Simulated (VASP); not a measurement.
Band structure of RbMgF3 (space group Pm-3m). These are PBEsol GGA, VASP's PBE PAW potentials (set 64) (plane waves; VASP) values and carry that method's errors.

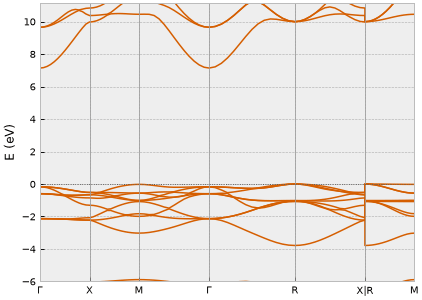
Bands along high-symmetry lines, zero at the valence-band maximum or, without a gap, the Fermi level

Question: Read the plot: is there a gap, and where are the band edges?

Answer: The gap is indirect, 7.14 eV, from the valence maximum at R to the conduction minimum at Γ. (Edges off the drawn lines would not show.)

The structure comes from a computed database's RbMgF3 entry (Pm-3m); how it stands against other phases isn't given here. The cell was not relaxed at this level.
